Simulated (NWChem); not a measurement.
# GaSiH5O (SMILES [SiH3][O][GaH2]): levels of theory compared

We compute a comparison of 4 runs (HF/STO-3G, HF/3-21G, B3LYP/6-31G*) of GaSiH5O. 

The results are computed with NWChem 7.3.0.

### Step 1. The system as given

The species is GaSiH5O (8 atoms), meant as a singlet with charge 0. SMILES: `[SiH3][O][GaH2]`. The shape comes from GFN2-xTB, which is rough for such elements, and wasn't checked as a minimum.

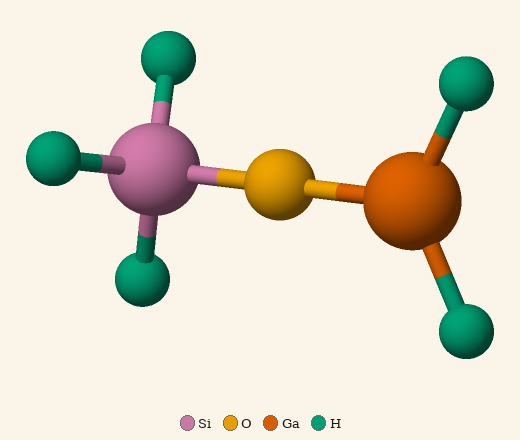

The structure, seen from a chosen angle (silicon pink, oxygen amber, gallium orange, hydrogen teal).

### Step 2. Energy and forces at HF/STO-3G (run 1)

gah5osi.nw reads:

```
start gah5osi
title "GaH5OSi gradient"
memory 2200 mb

geometry units atomic noautosym nocenter noautoz
  Si -1.57227103  2.12463798 -0.95625811
  O   0.16557780 -0.22124913  0.09059347
  Ga  1.98768953 -2.68976058  1.20745940
  H  -3.91494561  1.01827892 -1.92891904
  H  -0.10680732  3.36904153 -2.94716017
  H  -2.02623994  3.78975126  1.20885780
  H   4.83739652 -2.16454899  1.60148620
  H   0.62961895 -5.22615098  1.72394045
end

basis spherical bse
  * library STO-3G
end

scf
  thresh 1e-08
  maxiter 80
end

task scf gradient
```

Command:

```console
$ nwchem gah5osi.nw > gah5osi.out
```

Standard output:

```text
[...]
  functions       =    37
[...]
  wavefunction    = RHF
[...]
         Total SCF energy =  -2263.261247743938
      One-electron energy =  -3656.985825415971
      Two-electron energy =   1151.866346300903
 Nuclear repulsion energy =    241.858231371129
        Time for solution =      6.9s
[...]
                         RHF ENERGY GRADIENTS
    atom               coordinates                        gradient
                 x          y          z           x          y          z
   1 Si     -1.572271   2.124638  -0.956258   -0.011803   0.016177  -0.007184
   2 O       0.165578  -0.221249   0.090593   -0.065082   0.087664  -0.040235
   3 Ga      1.987690  -2.689761   1.207459    0.041852  -0.056722   0.025740
   4 H      -3.914946   1.018279  -1.928919   -0.014635  -0.015878  -0.005115
   5 H      -0.106807   3.369042  -2.947160    0.017147   0.003803  -0.013691
   6 H      -2.026240   3.789751   1.208858    0.000878   0.007647   0.021139
   7 H       4.837397  -2.164549   1.601486    0.054432   0.006775   0.008540
   8 H       0.629619  -5.226151   1.723940   -0.022790  -0.049465   0.010806
[...]
```

Wall time 9.9 s (1 thread of Intel Xeon Platinum 8259CL at 2.50GHz (Skylake/Cascade Lake), shared host); peak memory 0.099 GiB.

### Step 3. Energy and forces at HF/3-21G (run 2)

mol.nw reads:

```
start mol
title "GaH5OSi hf"
memory 2200 mb
charge 0

geometry noautosym nocenter noautoz
  Si   -0.832010    1.124310   -0.506030
  O     0.087620   -0.117080    0.047940
  Ga    1.051840   -1.423360    0.638960
  H    -2.071700    0.538850   -1.020740
  H    -0.056520    1.782820   -1.559570
  H    -1.072240    2.005450    0.639700
  H     2.559840   -1.145430    0.847470
  H     0.333180   -2.765560    0.912270
end

basis spherical bse
  * library 3-21G
end

scf
  thresh 1e-08
  maxiter 80
end

task scf gradient
```

Command:

```console
$ nwchem mol.nw > mol.out
```

Standard output:

```text
[...]
  functions       =    54
[...]
  wavefunction    = RHF
[...]
         Total SCF energy =  -2278.645014851991
      One-electron energy =  -3662.427530621117
      Two-electron energy =   1141.924266892639
 Nuclear repulsion energy =    241.858248876487
        Time for solution =      3.8s
[...]
                         RHF ENERGY GRADIENTS
    atom               coordinates                        gradient
                 x          y          z           x          y          z
   1 Si     -1.572271   2.124638  -0.956258   -0.014481   0.019128  -0.008873
   2 O       0.165578  -0.221249   0.090593   -0.011772   0.016241  -0.007404
   3 Ga      1.987689  -2.689760   1.207459    0.010972  -0.015351   0.006975
   4 H      -3.914945   1.018279  -1.928919    0.011225  -0.005820   0.005875
   5 H      -0.106807   3.369041  -2.947160    0.003044  -0.010997   0.008099
   6 H      -2.026240   3.789751   1.208858    0.007137  -0.011812  -0.000829
   7 H       4.837396  -2.164549   1.601486   -0.008517   0.000375  -0.001775
   8 H       0.629619  -5.226151   1.723940    0.002391   0.008236  -0.002068
[...]
```

Wall time 6.6 s (1 thread of Intel Xeon Platinum 8259CL at 2.50GHz (Skylake/Cascade Lake), shared host); peak memory 0.099 GiB.

Run 3 isn't shown in full; the table further down has it.

### Step 4. Energy and forces at B3LYP/6-31G(d) (Cartesian functions) (run 4)

gah5osi.nw reads:

```
start gah5osi
memory total 2200 mb
charge 0

geometry noautosym nocenter noautoz
Si    -0.832010     1.124310    -0.506030
O      0.087620    -0.117080     0.047940
Ga     1.051840    -1.423360     0.638960
H     -2.071700     0.538850    -1.020740
H     -0.056520     1.782820    -1.559570
H     -1.072240     2.005450     0.639700
H      2.559840    -1.145430     0.847470
H      0.333180    -2.765560     0.912270
end

basis
Si library 6-31G*
O library 6-31G*
Ga library 6-31G*
H library 6-31G*
end

dft
xc b3lyp
mult 1
grid xfine
convergence energy 1e-08
iterations 100
mulliken
end

task dft gradient
```

Command:

```console
$ nwchem gah5osi.nw > gah5osi.out
```

Standard output:

```text
[...]
          Wavefunction type:  closed shell.
          No. of atoms     :     8
          No. of electrons :    58
[...]
          Charge           :     0
          Spin multiplicity:     1
[...]
          AO basis - number of functions:    79
[...]
              XC Information
              --------------
                         B3LYP Method XC Potential
                     Hartree-Fock (Exact) Exchange  0.200
                        Slater Exchange Functional  0.800 local
                    Becke 1988 Exchange Functional  0.720 non-local
              Lee-Yang-Parr Correlation Functional  0.810
                  VWN I RPA Correlation Functional  0.190 local
[...]
 d= 0,ls=0.0,diis     1  -2292.2986931205 -2.53D+03  2.07D-02  1.27D+00     5.4
[...]
 d= 0,ls=0.0,diis    10  -2292.3863013200 -9.08D-09  3.00D-07  1.38D-09    41.4
         Total DFT energy =    -2292.386301320038
      One electron energy =    -3673.213356776410
           Coulomb energy =     1245.508800943104
    Exchange-Corr. energy =     -106.539994363219
 Nuclear repulsion energy =      241.858248876487
[...]
      Total Density - Mulliken Population Analysis
     ---------------------------------------------
    Atom       Charge   Shell Charges
 -----------   ------   -------------------------------------------------------
    1 Si  14    13.41   2.00  1.99  5.96  1.01  1.79  0.18  0.25  0.22
    2 O    8     8.71   1.99  0.88  2.96  0.91  1.93  0.03
    3 Ga  31    30.67   2.00  1.99  6.00  1.95  5.99  1.26  1.36  0.08  0.08  6.86  2.95  0.15
    4 H    1     1.09   0.52  0.57
    5 H    1     1.09   0.52  0.57
    6 H    1     1.09   0.52  0.57
    7 H    1     0.97   0.49  0.48
    8 H    1     0.97   0.49  0.48
[...]
  wavefunction    = closed shell
                         DFT ENERGY GRADIENTS
    atom               coordinates                        gradient
                 x          y          z           x          y          z
   1 Si     -1.572271   2.124638  -0.956258   -0.013125   0.017996  -0.007868
   2 O       0.165578  -0.221249   0.090593    0.012898  -0.018015   0.007539
   3 Ga      1.987689  -2.689760   1.207459   -0.014189   0.018893  -0.008505
   4 H      -3.914945   1.018279  -1.928919    0.010419  -0.003248   0.005204
   5 H      -0.106807   3.369041  -2.947160    0.000748  -0.009040   0.007655
   6 H      -2.026240   3.789751   1.208858    0.005296  -0.009702  -0.002686
   7 H       4.837396  -2.164549   1.601486   -0.006252  -0.002236  -0.000522
   8 H       0.629619  -5.226151   1.723940    0.004207   0.005353  -0.000817
[...]
```

It took 58 s on 1 thread of Intel Xeon Platinum 8259CL at 2.50GHz (Skylake/Cascade Lake), shared host; peak memory 0.14 GiB.

### Step 5. Overview of the runs

| run | level | iteration cap | module | energy (Eh) | dipole moment (D) | HOMO energy (eV) | LUMO energy (eV) | wall time |
| --- | --- | --- | --- | --- | --- | --- | --- | --- |
| 1 | HF/STO-3G | 80 | scf | -2263.261248 | 1.13 | -6.70 | 5.95 | 9.9 s |
| 2 | HF/3-21G | 80 | scf | -2278.645015 | 0.05 | -10.82 | 1.66 | 6.6 s |
| 3 | B3LYP/6-31G* (spherical functions) | 100 | dft | -2292.377466 | 0.26 | – | – | 48 s |
| 4 | B3LYP/6-31G* (Cartesian functions) | 100 | dft | -2292.386301 | 0.25 | -7.53 | -1.41 | 58 s |

### Step 6. What came out

| quantity | value |
| --- | --- |
| run 4: total energy | -2292.38630 Eh |
| run 4: dipole moment | 0.25 D |
| run 4: HOMO energy | -7.53 eV |
| run 4: LUMO energy | -1.41 eV |
| run 4: HOMO–LUMO gap | 6.12 eV |
| run 4: largest force on an atom | 1.291 eV/Å |

The dipole moment (its size) runs from 0.05 D (HF/3-21G) to 1.13 D (HF/STO-3G). The two dipoles point in opposite directions. Over runs 1, 2, 4 the HOMO–LUMO gap runs from 6.12 eV (B3LYP/6-31G*) to 12.66 eV (HF/STO-3G). The two ends differ in method and basis. In run 1 the basis is minimal, so the values are rough. All runs together took 2 min, the longest 58 s.
